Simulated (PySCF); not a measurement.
**B2PH3Cl2 (SMILES PBB(Cl)Cl): levels of theory compared**

We compute a comparison of 3 runs (TPSSh/pc-0, TPSSh/pc-1, TPSSh/aug-pc-1) of B2PH3Cl2. The job is set up through a Python script.

Program for the calculation: PySCF 2.14.0.

### Step 1. Starting point

B2PH3Cl2 has 8 atoms, charge 0, and is taken as a singlet. SMILES: `PBB(Cl)Cl`. Geometry: relaxed at GFN2-xTB. This is one conformer, not always the lowest.

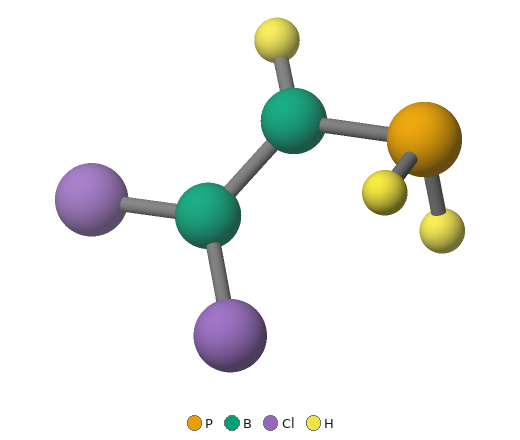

Viewed from a chosen angle; phosphorus amber, boron teal, chlorine purple, hydrogen yellow.

### Step 2. A single-point energy at TPSSh/pc-0 (run 1)

File input.py:

```python
from pyscf import gto, dft

mol = gto.Mole()
mol.atom = '''
P    0.681950  -1.084190   1.415550
B    0.829420   0.277900   0.058660
B   -0.477870   0.711200  -0.925660
Cl  -2.039260  -0.022880  -0.786140
Cl  -0.344440   1.919370  -2.151730
H   -0.549960  -0.620840   1.871910
H    0.023410  -1.973080   0.569370
H    1.876740   0.792530  -0.051960
'''
mol.charge = 0
mol.basis = 'pc-0'
mol.max_memory = 1860
mol.verbose = 3
mol.build()

calc0 = dft.RKS(mol, xc='tpssh')
calc0.conv_tol = 1e-10
calc0.grids.level = 4
calc0.kernel()
if not calc0.converged:
    calc0 = calc0.newton().run(calc0.mo_coeff, calc0.mo_occ)

energy = calc0.e_tot
print('E = %.10f Eh' % energy)
```

Started as:

```console
OMP_NUM_THREADS=1 python input.py
```

Output:

```text
converged SCF energy = -1312.63605203503
E = -1312.6360520350 Eh
```

Wall time 18 s (1 thread of Intel Xeon Platinum 8488C (Sapphire Rapids), shared host); peak memory 0.35 GiB.

### Step 3. A single-point energy at TPSSh/pc-1 (run 2)

File input.py:

```python
from pyscf import gto, dft

molecule = gto.M(
    atom=[
    ('P', (0.681950, -1.084190, 1.415550)),
    ('B', (0.829420, 0.277900, 0.058660)),
    ('B', (-0.477870, 0.711200, -0.925660)),
    ('Cl', (-2.039260, -0.022880, -0.786140)),
    ('Cl', (-0.344440, 1.919370, -2.151730)),
    ('H', (-0.549960, -0.620840, 1.871910)),
    ('H', (0.023410, -1.973080, 0.569370)),
    ('H', (1.876740, 0.792530, -0.051960)),
],
    basis='pc-1',
    max_memory=1860,
    verbose=3,
)

mf = dft.RKS(molecule)
mf.xc = 'tpssh'
mf.grids.level = 4
mf.conv_tol = 1e-10
mf.kernel()
if not mf.converged:
    mf = mf.newton().run(mf.mo_coeff, mf.mo_occ)

energy = mf.e_tot
print('Final energy', energy)
```

Started as:

```console
OMP_NUM_THREADS=1 python input.py
```

Output:

```text
converged SCF energy = -1313.32627754368
Final energy -1313.3262775436815
```

It took 23 s on 1 thread of Intel Xeon Platinum 8488C (Sapphire Rapids), shared host; peak memory 0.51 GiB.

### Step 4. The energy at TPSSh/aug-pc-1 (run 3)

File job.py:

```python
# PBB(Cl)Cl
from pyscf import gto, dft

mol = gto.Mole()
mol.atom = '''
P      1.288699    -2.048822     2.675002
B      1.567377     0.525155     0.110851
B     -0.903043     1.343973    -1.749244
Cl    -3.853643    -0.043237    -1.485589
Cl    -0.650897     3.627084    -4.066180
H     -1.039274    -1.173218     3.537397
H      0.044238    -3.728581     1.075953
H      3.546525     1.497665    -0.098190
'''
mol.max_memory = 1860
mol.charge = 0
mol.basis = 'aug-pc-1'
mol.verbose = 3
mol.unit = 'bohr'
mol.build()

myscf = dft.RKS(mol, xc='tpssh')
myscf.conv_tol = 1e-10
myscf.grids.level = 4
myscf.kernel()
if not myscf.converged:
    myscf = myscf.newton().run(myscf.mo_coeff, myscf.mo_occ)

etot = myscf.e_tot
print(f'total energy: {etot:.8f} hartree')
```

Started as:

```console
OMP_NUM_THREADS=1 python job.py
```

Output:

```text
converged SCF energy = -1313.3369332321
total energy: -1313.33693323 hartree
```

Wall time 45 s (1 thread of Intel Xeon Platinum 8488C (Sapphire Rapids), shared host); peak memory 1.2 GiB.

### Step 5. The series

| run | level | energy (Eh) | dipole moment (D) | HOMO energy (eV) | LUMO energy (eV) | wall time |
| --- | --- | --- | --- | --- | --- | --- |
| 1 | TPSSh/pc-0 | -1312.636052 | 0.38 | -6.74 | -4.48 | 18 s |
| 2 | TPSSh/pc-1 | -1313.326278 | 0.34 | -6.76 | -4.14 | 23 s |
| 3 | TPSSh/aug-pc-1 | -1313.336933 | 0.34 | -6.72 | -4.05 | 45 s |

### Step 6. What came out

| quantity | value |
| --- | --- |
| run 3: total energy | -1313.33693 Eh |
| run 3: dipole moment | 0.34 D |
| run 3: HOMO energy | -6.72 eV |
| run 3: LUMO energy | -4.05 eV |
| run 3: HOMO–LUMO gap | 2.67 eV |

In words: The dipole moment (its size) runs from 0.34 D (TPSSh/pc-1) to 0.38 D (TPSSh/pc-0). The HOMO–LUMO gap runs from 2.26 eV (TPSSh/pc-0) to 2.67 eV (TPSSh/aug-pc-1). All runs together took 86 s, the longest 45 s.
